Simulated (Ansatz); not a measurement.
A series of calculations on SiH4O3

**1. Relaxation**

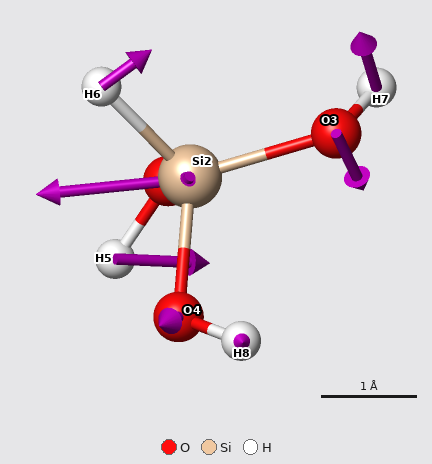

This is a relaxation of SiH₄O₃. The starting structure is drawn; purple arrows show the displacements, magnified 3 times. The two geometries are superimposed by the best rigid fit.

Style: ball-and-stick. Shown from a free direction.

The run prepares an end point of a later path (hydrogen shift) calculation, from a guessed geometry.

All numbers below come from RKS r2SCANh-D4/cc-pVDZ in Ansatz 0.2.0. (no spin polarisation; force threshold 0.02 eV/Å; at most 50 steps)

> What did the optimiser do to the structure, and how much energy did it gain?

The energy falls by 0.497 eV in 21 accepted moves (27 points after the start). Largest force component: 3.9 eV/Å at the start, 0.0058 eV/Å at the end. The line search rejected the trial steps at points 6, 9, 14, 17, 21, 24 of the run. The largest move after the best rigid fit is that of an O atom, 0.47 Å. By element the largest moves are O 0.47 Å, H 0.38 Å, Si 0.05 Å. Among the contacts that change: O–Si 1.592 → 1.668 Å, H–O 1.033 → 0.965 Å, O–Si 1.618 → 1.676 Å, H–Si 1.472 → 1.483 Å. Among the angles between lasting bonds that change: O–Si–O 106.4° → 114.5°, O–Si–H 110.9° → 104.0°, Si–O–H 115.9° → 113.4°. Groups turn about O–Si by about 70°, O–Si by about 50°. Cost: 32 s on 2 threads of Intel(R) Xeon(R) 6975P-C (Granite Rapids), with other jobs on the host, peak memory 0.19 GiB.

**2. Relaxation**

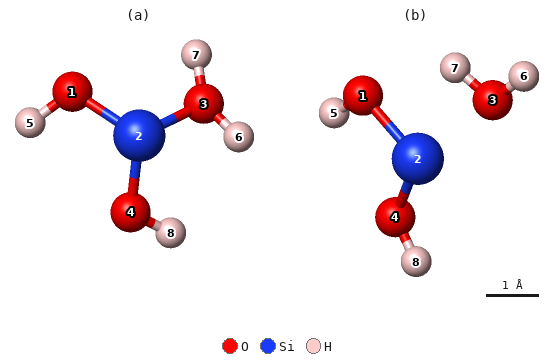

The structure of SiH4O3 before (left) and after (right) a relaxation, at one scale.

Style: ball-and-stick. Shown at a tilt.

The run prepares an end point of a later path (hydrogen shift) calculation, from a guessed geometry.

The calculation used Ansatz, RKS r2SCANh-D4/cc-pVDZ. Set-up: no spin polarisation; force threshold 0.02 eV/Å; at most 50 steps.

**Summarise the run.**

The energy falls by 82.5 kcal/mol in 12 accepted moves (13 points after the start). Largest force component: 5.6 eV/Å at the start, 0.017 eV/Å at the end. The line search rejected the trial step at point 8 of the run. The largest move after the best rigid fit is that of H6, 1.19 Å. Largest moves by element: H 1.19 Å, Si 0.57 Å, O 0.41 Å. Among the contacts that change: Si2–H6 2.001 → 2.732 Å, Si2–O3 1.618 → 2.307 Å, Si2–O4 1.592 → 1.708 Å, O1–Si2 1.623 → 1.723 Å. Bonds break, among them: Si2–O3 (1.62 → 2.31 Å). Bond angles that change, for instance: H6–O3–H7 144.2° → 103.9°, O1–Si2–O4 108.6° → 95.3°, Si2–O4–H8 115.9° → 113.7°. Groups turn about Si2–O4 by about 50°.

**3. Path**

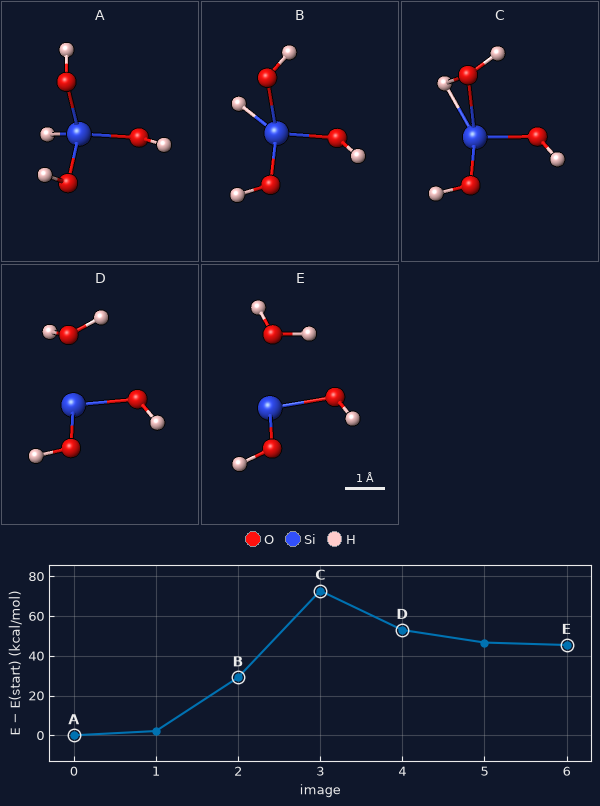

A nudged-elastic-band calculation for SiH₄O₃. Images are numbered from 0 (start) to 6 (end). Frames A to E are images 0, 2, 3, 4, 6. Style: ball-and-stick. Shown at a tilt.

The calculation used RKS r2SCANh-D4/cc-pVDZ (Ansatz 0.2.0). Set-up: 5 movable images; climbing image; force threshold 0.05 eV/Å; iteration limit 60; starting path through a guess of the saddle point.

Question: What happens along the path, and what is the barrier?

Answer: Breaking: H–Si (1.48 → 2.73 Å), O–Si (1.68 → 2.31 Å). Forming: H–O (2.61 → 0.97 Å). Forward barrier 72.7 kcal/mol, backward barrier 27.3 kcal/mol, with image 3 at the top; the reaction energy is +45.4 kcal/mol. The band is converged. At the top, the vibrational analysis gives one imaginary mode (1389i cm⁻¹), as a transition state must have.

The run took 67 s on 2 threads of Intel(R) Xeon(R) 6975P-C (Granite Rapids) (shared host), peak memory 0.19 GiB.
